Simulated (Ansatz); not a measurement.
## BNH₅OF: geometry relaxation

- system: BNH₅OF
- method: RKS PBE-D4/6-31G* (Ansatz 0.2.0)

The input holds or restrains some coordinates. Forces given for the steps count only the free coordinates. It belongs to a series of runs on one base structure; here: pulled along the bonds that form and break, towards end B. Figures and captions count atoms from 1; the log counts them from 0 in places.

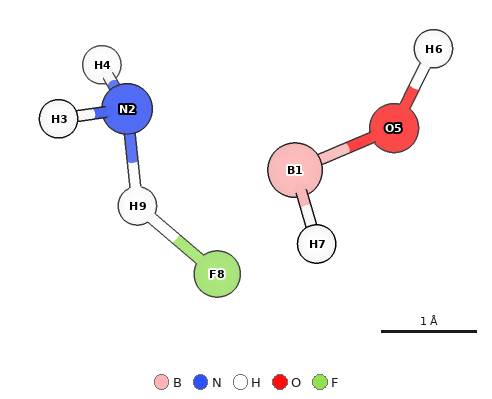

Fig. 1: The starting structure (ball-and-stick view, seen at a tilt; atoms are numbered from 1 in the order of the input). Bond lengths as drawn: B–H 1.19 Å, B–O 1.41 Å, F–H 1.11 Å, H–N 1.06 to 1.15 Å and H–O 1.01 Å.

The input
```yaml
crystal:
  periodic: [false, false, false]
  atoms:
    - { symbol: B, position_ang: [0.0, 0.0, 0.0] }
    - { symbol: "N", position_ang: [0.0, 0.0, 1.9] }
    - { symbol: H, position_ang: [-0.877, -0.2713, 2.43] }
    - { symbol: H, position_ang: [0.877, 0.2713, 2.43] }
    - { symbol: O, position_ang: [1.2211, 0.0, -0.705] }
    - { symbol: H, position_ang: [1.5209, -0.9519, -0.8599] }
    - { symbol: H, position_ang: [-1.0305, 0.0, -0.595] }
    - { symbol: F, position_ang: [-0.2026, 1.5239, 0.5108] }
    - { symbol: H, position_ang: [-0.1429, 1.0745, 1.5229] }
basis:
  gaussian: { orbitals: "6-31G*" }
hamiltonian:
  xc: pbe
  dispersion: d4
relax:
  f_tol: 0.15
  max_steps: 25
  restrain:
    - { distance: [0, 7], at: 1.32, k: 30.0 }
    - { distance: [8, 1], at: 1.06, k: 30.0 }
    - { distance: [0, 1], at: 2.75, k: 30.0 }
    - { distance: [8, 7], at: 2.12, k: 30.0 }
```

Machine: 1 thread of Arm Neoverse V2, 24 GiB of memory available, shared host.

Run as:
```bash
ansatz run input.yaml --threads 1 --pin off --max-ram 2048MiB --backend cpu --events-out ev --progress --plain --runs-dir out
```

Output
```
The last accepted step is kept in [file] (removed where the run ends without a failure and the disk answers)
Engine: ansatz 0.2.0, aarch64-unknown-linux-gnu
Functional definition: PBE
  parameter kappa = 0.804
  parameter beta = 0.06672455060314922
  exchange = pbe_x(kappa = kappa, mu = beta*pi^2/3)
  correlation = pbe_c(beta = beta)
816 factors; their error is unknown
mean field evaluation 1: about -6994.1000 eV, gradient 7.2e1 eV
mean field evaluation 2: about -6970.3681 eV, gradient 1.3e2 eV
mean field evaluation 4: about -7003.3305 eV, gradient 7.5e0 eV
mean field evaluation 8: about -7003.4275 eV, gradient 4.9e-2 eV
mean field evaluation 16: about -7003.3775 eV, gradient 1.1e-5 eV
mean field -7003.37746737 eV, -257.3693748661 hartree, gradient 1.1e-5 eV, S^2 0.000000; 0 other end points of the search recorded, 0 dependent functions left out
the calculation of the forces begins
reference -7003.37748919 eV, -257.3693756680 hartree; 17, 17 occupied and 53, 53 virtual orbitals, 816 factors
relax step   1: F+E_penalty+E_count = -7003.48555526 eV  Δ(F+E_penalty+E_count) = +0.000e0 eV  max|allowed force component| = 4.695e0 eV/Å  E_restraint = 27.63431753 eV  max|allowed force component, restraints' pulls added| = 3.521e1 eV/Å  Δτ_max = 0.0000 Å  (26 SCF iters, accepted)
  distance B 0 - F 7 = 1.6199 Å
  distance H 8 - N 1 = 1.1477 Å
  distance B 0 - N 1 = 1.9000 Å
  distance H 8 - F 7 = 1.1090 Å
these checks for a lower state are left out or cut short: starts, cluster_reference, orbital_swaps, neighbouring_geometries, increment
816 factors; their error is unknown
mean field -7004.38587765 eV, -257.4064332602 hartree, gradient 9.4e-6 eV, S^2 0.000000; 0 other end points of the search recorded, 0 dependent functions left out
the calculation of the forces begins
reference -7004.38590026 eV, -257.4064340912 hartree; 17, 17 occupied and 53, 53 virtual orbitals, 816 factors
relax step   2: F+E_penalty+E_count = -7004.49212717 eV  Δ(F+E_penalty+E_count) = -1.007e0 eV  max|allowed force component| = 3.987e0 eV/Å  E_restraint = 12.11633809 eV  max|allowed force component, restraints' pulls added| = 2.244e1 eV/Å  Δτ_max = 0.1948 Å  (33 SCF iters, accepted)
  distance B 0 - F 7 = 1.5310 Å
  distance H 8 - N 1 = 1.1045 Å
  distance B 0 - N 1 = 2.2016 Å
  distance H 8 - F 7 = 1.4414 Å
these checks for a lower state are left out or cut short: starts, cluster_reference, orbital_swaps, neighbouring_geometries, increment
816 factors; their error is unknown
mean field evaluation 32: about -7004.9751 eV, gradient 6.2e-6 eV
mean field -7004.97507129 eV, -257.4280857274 hartree, gradient 6.2e-6 eV, S^2 0.000000; 0 other end points of the search recorded, 0 dependent functions left out
the calculation of the forces begins
reference -7004.97509456 eV, -257.4280865823 hartree; 17, 17 occupied and 53, 53 virtual orbitals, 816 factors
relax step   3: F+E_penalty+E_count = -7005.07984683 eV  Δ(F+E_penalty+E_count) = -5.877e-1 eV  max|allowed force component| = 3.410e0 eV/Å  E_restraint = 2.90364605 eV  max|allowed force component, restraints' pulls added| = 1.029e1 eV/Å  Δτ_max = 0.1944 Å  (33 SCF iters, accepted)
  distance B 0 - F 7 = 1.3997 Å
  distance H 8 - N 1 = 1.0194 Å
  distance B 0 - N 1 = 2.4649 Å
  distance H 8 - F 7 = 1.7971 Å
these checks for a lower state are left out or cut short: starts, cluster_reference, orbital_swaps, neighbouring_geometries, increment
816 factors; their error is unknown
mean field -7005.45942081 eV, -257.4458852437 hartree, gradient 6.3e-6 eV, S^2 0.000000; 0 other end points of the search recorded, 0 dependent functions left out
the calculation of the forces begins
reference -7005.45944489 eV, -257.4458861286 hartree; 17, 17 occupied and 53, 53 virtual orbitals, 816 factors
relax step   4: F+E_penalty+E_count = -7005.56132430 eV  Δ(F+E_penalty+E_count) = -4.815e-1 eV  max|allowed force component| = 2.478e0 eV/Å  E_restraint = 0.13148939 eV  max|allowed force component, restraints' pulls added| = 2.197e0 eV/Å  Δτ_max = 0.1949 Å  (34 SCF iters, accepted)
  distance B 0 - F 7 = 1.3226 Å
  distance H 8 - N 1 = 1.0233 Å
  distance B 0 - N 1 = 2.6866 Å
  distance H 8 - F 7 = 2.0617 Å
these checks for a lower state are left out or cut short: starts, cluster_reference, orbital_swaps, neighbouring_geometries, increment
816 factors; their error is unknown
mean field -7005.92319332 eV, -257.4629285693 hartree, gradient 1.5e-5 eV, S^2 0.000000; 0 other end points of the search recorded, 0 dependent functions left out
the calculation of the forces begins
reference -7005.92321774 eV, -257.4629294667 hartree; 17, 17 occupied and 53, 53 virtual orbitals, 816 factors
relax step   5: F+E_penalty+E_count = -7006.02214041 eV  Δ(F+E_penalty+E_count) = -4.608e-1 eV  max|allowed force component| = 2.420e0 eV/Å  E_restraint = 0.03047902 eV  max|allowed force component, restraints' pulls added| = 2.345e0 eV/Å  Δτ_max = 0.1980 Å  (27 SCF iters, accepted)
  distance B 0 - F 7 = 1.3552 Å
  distance H 8 - N 1 = 1.0587 Å
  distance B 0 - N 1 = 2.7479 Å
  distance H 8 - F 7 = 2.1480 Å
these checks for a lower state are left out or cut short: starts, cluster_reference, orbital_swaps, neighbouring_geometries, increment
816 factors; their error is unknown
mean field -7006.05958075 eV, -257.4679407147 hartree, gradient 7.5e-6 eV, S^2 0.000000; 0 other end points of the search recorded, 0 dependent functions left out
the calculation of the forces begins
reference -7006.05960481 eV, -257.4679415991 hartree; 17, 17 occupied and 53, 53 virtual orbitals, 816 factors
relax step   6: F+E_penalty+E_count = -7006.15901236 eV  Δ(F+E_penalty+E_count) = -1.369e-1 eV  max|allowed force component| = 1.210e0 eV/Å  E_restraint = 0.04096151 eV  max|allowed force component, restraints' pulls added| = 2.032e0 eV/Å  Δτ_max = 0.1376 Å  (33 SCF iters, accepted)
  distance B 0 - F 7 = 1.3610 Å
  distance H 8 - N 1 = 1.0546 Å
  distance B 0 - N 1 = 2.7681 Å
  distance H 8 - F 7 = 2.1463 Å
these checks for a lower state are left out or cut short: starts, cluster_reference, orbital_swaps, neighbouring_geometries, increment
816 factors; their error is unknown
mean field evaluation 64: about -7006.1154 eV, gradient 6.8e-6 eV
mean field -7006.11544553 eV, -257.4699937075 hartree, gradient 6.8e-6 eV, S^2 0.000000; 0 other end points of the search recorded, 0 dependent functions left out
the calculation of the forces begins
reference -7006.11546891 eV, -257.4699945667 hartree; 17, 17 occupied and 53, 53 virtual orbitals, 816 factors
relax step   7: F+E_penalty+E_count = -7006.21441994 eV  Δ(F+E_penalty+E_count) = -5.541e-2 eV  max|allowed force component| = 8.459e-1 eV/Å  E_restraint = 0.00888920 eV  max|allowed force component, restraints' pulls added| = 9.023e-1 eV/Å  Δτ_max = 0.2000 Å  (33 SCF iters, accepted)
  distance B 0 - F 7 = 1.3310 Å
  distance H 8 - N 1 = 1.0405 Å
  distance B 0 - N 1 = 2.7426 Å
  distance H 8 - F 7 = 2.1260 Å
these checks for a lower state are left out or cut short: starts, cluster_reference, orbital_swaps, neighbouring_geometries, increment
816 factors; their error is unknown
mean field -7006.13579587 eV, -257.4707415687 hartree, gradient 2.2e-5 eV, S^2 0.000000; 0 other end points of the search recorded, 0 dependent functions left out
the calculation of the forces begins
reference -7006.13581936 eV, -257.4707424320 hartree; 17, 17 occupied and 53, 53 virtual orbitals, 816 factors
relax step   8: F+E_penalty+E_count = -7006.23476213 eV  Δ(F+E_penalty+E_count) = -2.034e-2 eV  max|allowed force component| = 6.853e-1 eV/Å  E_restraint = 0.01288535 eV  max|allowed force component, restraints' pulls added| = 6.791e-1 eV/Å  Δτ_max = 0.1671 Å  (26 SCF iters, accepted)
  distance B 0 - F 7 = 1.3443 Å
  distance H 8 - N 1 = 1.0442 Å
  distance B 0 - N 1 = 2.7475 Å
  distance H 8 - F 7 = 2.1237 Å
these checks for a lower state are left out or cut short: starts, cluster_reference, orbital_swaps, neighbouring_geometries, increment
816 factors; their error is unknown
mean field -7006.15817274 eV, -257.4715639035 hartree, gradient 5.8e-6 eV, S^2 0.000000; 0 other end points of the search recorded, 0 dependent functions left out
the calculation of the forces begins
reference -7006.15819636 eV, -257.4715647715 hartree; 17, 17 occupied and 53, 53 virtual orbitals, 816 factors
relax step   9: F+E_penalty+E_count = -7006.25699345 eV  Δ(F+E_penalty+E_count) = -2.223e-2 eV  max|allowed force component| = 5.550e-1 eV/Å  E_restraint = 0.01146165 eV  max|allowed force component, restraints' pulls added| = 6.786e-2 eV/Å  Δτ_max = 0.0846 Å  (27 SCF iters, accepted)
  distance B 0 - F 7 = 1.3376 Å
  distance H 8 - N 1 = 1.0403 Å
  distance B 0 - N 1 = 2.7439 Å
  distance H 8 - F 7 = 2.1252 Å
816 factors; their error is unknown
mean field evaluation 96: about -7006.1582 eV, gradient 3.7e-5 eV
```

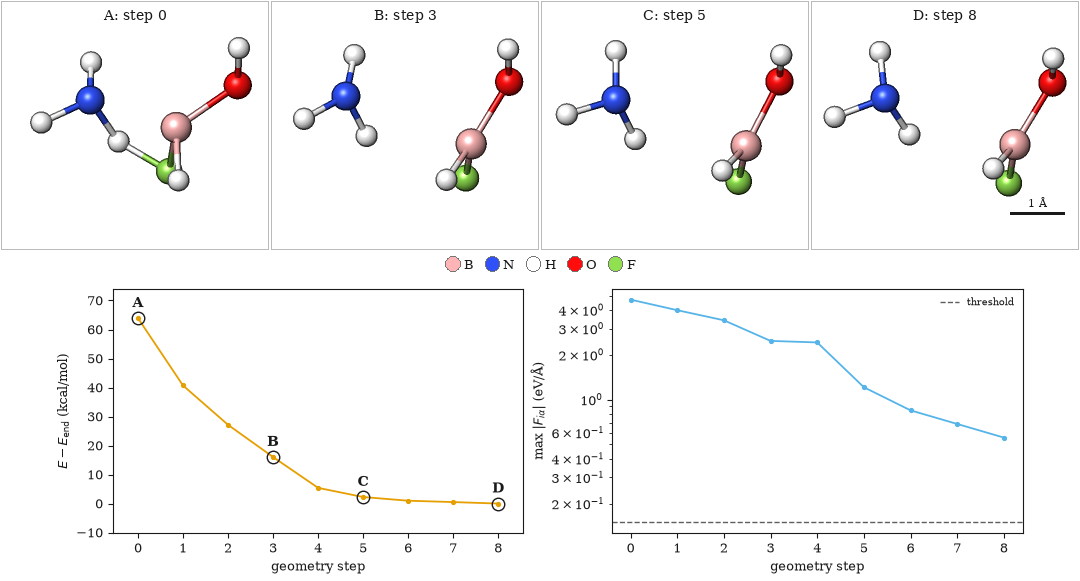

Fig. 2: Frames of the restrained relaxation (ball-and-stick view, seen at a tilt) above the curves, on which the letters mark them (the first geometry is step 0 here and step 1 in the log).

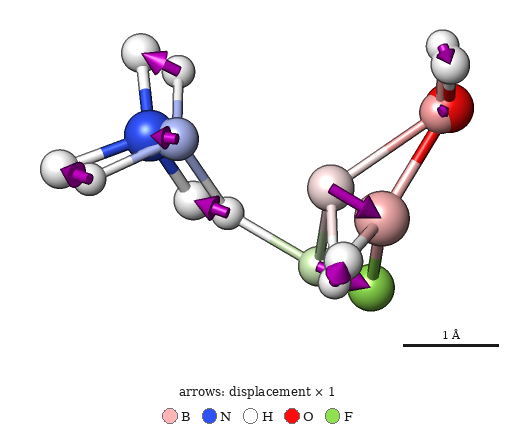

Fig. 3: Start (faint) and end (solid) with the displacements as pink arrows, at true length (ball-and-stick view, seen at a tilt). The two geometries are laid on each other by the best rigid fit. The atom that moves furthest after the best rigid fit is B1 (0.63 Å). Largest moves by element: B 0.63 Å, F 0.63 Å, H 0.46 Å, N 0.32 Å, O 0.11 Å. Distances before and after: F8–H9 1.109 → 2.125 Å, B1–F8 1.620 → 1.338 Å, N2–H9 1.148 → 1.040 Å, B1–O5 1.410 → 1.365 Å. Among the angles that change: H7–B1–F8 92.8° → 119.4°, H4–N2–H9 91.6° → 106.2°, H3–N2–H4 120.0° → 106.9°. The energy falls by 63.9 kcal/mol in 8 geometry steps. Largest force component: 4.7 eV/Å at the start, 0.56 eV/Å at the end. (Atoms are counted from 1 in the order of the input.)

```
mean field -7006.15817274 eV, -257.4715639035 hartree, gradient 1.6e-5 eV, S^2 0.000000; 1 other end points of the search recorded, 0 dependent functions left out
the calculation of the forces begins
reference -7006.15819636 eV, -257.4715647715 hartree; 17, 17 occupied and 53, 53 virtual orbitals, 816 factors
Total energy: -7006.25701707 eV, -257.4751963656 hartree
Atom 0 at     0.019372     0.387097    -0.504060 Å, force     0.053573    -0.555016    -0.007294 eV/Å
Atom 1 at    -0.048913     0.013391     2.213435 Å, force    -0.072196     0.547819    -0.394348 eV/Å
Atom 2 at    -0.826315    -0.182487     2.851321 Å, force    -0.034847    -0.013374     0.066146 eV/Å
Atom 3 at     0.811429    -0.040101     2.767156 Å, force     0.039992    -0.006541     0.046196 eV/Å
Atom 4 at     1.316252     0.037064    -0.746754 Å, force     0.036308     0.041121    -0.016798 eV/Å
Atom 5 at     1.361853    -0.895525    -1.025349 Å, force    -0.006843    -0.029197    -0.009951 eV/Å
Atom 6 at    -0.924144    -0.325568    -0.750243 Å, force     0.017017     0.026359     0.004122 eV/Å
Atom 7 at    -0.195554     1.643856    -0.099609 Å, force    -0.092480     0.534294     0.017542 eV/Å
Atom 8 at    -0.147979     1.008772     1.927903 Å, force     0.059477    -0.545465     0.294384 eV/Å
Dipole moment:     0.005846    -0.245848     0.287111 e Å
```

Trajectory as extended XYZ (Å, eV, eV/Å), 9 frames, from step=1 to step=9
```
9
Properties=species:S:1:pos:R:3:forces:R:3 step=1 energy=-7003.48556
B     0.0000    0.0000    0.0000    0.7156   3.1241   1.1886
N     0.0000    0.0000    1.9000    0.0893  -1.1934   0.8348
H    -0.8770   -0.2713    2.4300    1.6639  -0.0431  -0.1627
H     0.8770    0.2713    2.4300   -0.9663  -1.6569  -0.0724
O     1.2211    0.0000   -0.7050    0.0192  -2.0326   0.9354
H     1.5209   -0.9519   -0.8599   -0.4153   1.3226   0.0357
H    -1.0305    0.0000   -0.5950   -0.6743  -1.6270   0.1870
F    -0.2026    1.5239    0.5108    0.1653   3.3185  -4.6953
H    -0.1429    1.0745    1.5229   -0.5973  -1.2123   1.7487
9
Properties=species:S:1:pos:R:3:forces:R:3 step=2 energy=-7004.49213
B    -0.0071    0.1058   -0.1425    0.8927   3.9866   0.8420
N     0.0007   -0.0066    2.0563    0.0167   2.2637  -3.1576
H    -0.8782   -0.2832    2.4726    0.3674  -0.3309   1.2902
H     0.8893    0.2498    2.4730    0.1417  -1.3416   1.4546
O     1.2485   -0.0069   -0.7194   -0.1292  -1.2652   0.7753
H     1.5144   -0.9505   -0.8589   -0.2770   0.5882  -0.1293
H    -1.0590   -0.0265   -0.6186   -1.0208  -1.8426  -0.2014
F    -0.1953    1.5536    0.3184    0.5958  -0.2552  -1.6829
H    -0.1472    1.0110    1.6529   -0.5874  -1.8030   0.8092
9
Properties=species:S:1:pos:R:3:forces:R:3 step=3 energy=-7005.07985
B    -0.0089    0.2297   -0.2922    0.4149   2.6162   0.4005
N     0.0023    0.0029    2.1622    0.0066   1.6091  -3.4100
H    -0.8797   -0.2916    2.5054   -0.2482  -0.8392   1.8888
H     0.9022    0.2307    2.5103    0.9804  -1.3256   2.1293
O     1.2646   -0.0166   -0.7182    0.2034  -0.5274   0.3443
H     1.5062   -0.9505   -0.8606   -0.2962   0.0065  -0.1494
H    -1.0815   -0.0616   -0.6277   -0.8018  -1.8384  -0.3175
F    -0.1770    1.5532    0.1309    0.5433   0.1687  -0.4403
H    -0.1622    0.9503    1.8237   -0.8023   0.1300  -0.4457
9
Properties=species:S:1:pos:R:3:forces:R:3 step=4 energy=-7005.56132
B    -0.0076    0.3493   -0.4461   -0.0055  -0.8091   0.2246
N    -0.0013    0.0167    2.2199   -0.0526   1.8656  -2.4785
H    -0.8772   -0.3386    2.5697    0.5460  -0.6803   1.4548
H     0.9338    0.1701    2.5780   -0.1740  -1.2974   1.4238
O     1.2852   -0.0241   -0.7110   -0.0914   0.1913   0.0063
H     1.4833   -0.9597   -0.8677   -0.3966  -0.2109  -0.1248
H    -1.0993   -0.1422   -0.6331    0.4371  -0.7521  -0.2817
F    -0.1408    1.5948   -0.0213    0.1120   1.7506   0.0929
H    -0.2101    0.9802    1.9454   -0.3749  -0.0577  -0.3174
9
Properties=species:S:1:pos:R:3:forces:R:3 step=5 energy=-7006.02214
B     0.0248    0.3815   -0.4556   -0.5338   0.1430  -0.0987
N    -0.0313    0.0314    2.2694   -1.4815   1.6363  -2.4203
H    -0.8397   -0.3532    2.7636    0.7446   0.0384   0.5363
H     0.8886    0.0853    2.6517    0.4957  -0.3638   1.1172
O     1.2843   -0.0080   -0.7619    0.6408  -0.0797   0.0534
H     1.4225   -0.9541   -0.9470   -0.3512   0.0234  -0.0135
H    -1.0068   -0.2202   -0.6646    0.2438  -0.1852   0.1069
F    -0.1037    1.6892   -0.1236    0.0127   0.0583   0.0456
H    -0.2726    0.9946    1.9019    0.2288  -1.2706   0.6731
9
Properties=species:S:1:pos:R:3:forces:R:3 step=6 energy=-7006.15901
B     0.0037    0.3909   -0.5377    0.2836  -0.0261   1.0691
N    -0.0482    0.0683    2.2111    0.4291   1.0576  -0.8481
H    -0.8114   -0.2898    2.7776    0.0275  -0.0436   0.4688
H     0.8756   -0.0172    2.6771   -0.7848   0.0783  -0.0240
O     1.3014   -0.0048   -0.7029    0.0653  -0.0150  -0.2994
H     1.3946   -0.9396   -0.9785   -0.2311   0.2239   0.0382
H    -0.9611   -0.3047   -0.7399    0.0053   0.1239  -0.2380
F    -0.1583    1.6586   -0.0699   -0.0840  -0.1890  -0.5994
H    -0.2304    1.0847    1.9970    0.2892  -1.2099   0.4329
9
Properties=species:S:1:pos:R:3:forces:R:3 step=7 energy=-7006.21442
B     0.0606    0.4068   -0.4996   -0.8459  -0.4636  -0.1345
N    -0.0866   -0.0063    2.2077   -0.0711   0.5088  -0.3840
H    -0.7975   -0.1637    2.9323    0.0541   0.0210  -0.0371
H     0.8289   -0.0697    2.6636    0.0184   0.0235   0.0736
O     1.3424    0.0579   -0.7455    0.4105  -0.2073   0.0599
H     1.2910   -0.8950   -0.9468    0.3398  -0.0947  -0.1204
H    -0.8704   -0.3173   -0.7507   -0.0168  -0.0906   0.0163
F    -0.2156    1.6528   -0.1219    0.0717   0.8386   0.1535
H    -0.1869    0.9810    1.8949    0.0394  -0.5357   0.3726
9
Properties=species:S:1:pos:R:3:forces:R:3 step=8 energy=-7006.23476
B     0.0215    0.3967   -0.5125   -0.1398  -0.2018   0.1912
N    -0.0134    0.0178    2.2085    0.0555   0.4466   0.1635
H    -0.8290   -0.2464    2.7959    0.5001   0.2080  -0.1910
H     0.8380    0.0039    2.8133   -0.6791   0.0068  -0.3494
O     1.3117    0.0282   -0.7302    0.1364  -0.1499  -0.1167
H     1.3126   -0.9153   -0.9848    0.1201   0.0738  -0.0067
H    -0.9214   -0.3077   -0.7735   -0.0494  -0.0017   0.0026
F    -0.1996    1.6578   -0.1027   -0.0246   0.3036  -0.0850
H    -0.1543    1.0114    1.9198    0.0807  -0.6853   0.3916
9
Properties=species:S:1:pos:R:3:forces:R:3 step=9 energy=-7006.25699
B     0.0194    0.3871   -0.5041    0.0536  -0.5550  -0.0073
N    -0.0489    0.0134    2.2134   -0.0722   0.5478  -0.3943
H    -0.8263   -0.1825    2.8513   -0.0348  -0.0134   0.0661
H     0.8114   -0.0401    2.7672    0.0400  -0.0065   0.0462
O     1.3163    0.0371   -0.7468    0.0363   0.0411  -0.0168
H     1.3619   -0.8955   -1.0253   -0.0068  -0.0292  -0.0100
H    -0.9241   -0.3256   -0.7502    0.0170   0.0264   0.0041
F    -0.1956    1.6439   -0.0996   -0.0925   0.5343   0.0175
H    -0.1480    1.0088    1.9279    0.0595  -0.5455   0.2944
```

Key numbers

| quantity | value |
| --- | --- |
| outcome | converged under the restraints of the input |
| total energy | −7006.2570 eV |
| mean-field energy | −7006.1582 eV |
| largest force (length of the vector) at the end, held atoms and coordinates included | 0.679 eV/Å |
| wall time | 19 s |
| peak memory | 0.15 GiB |
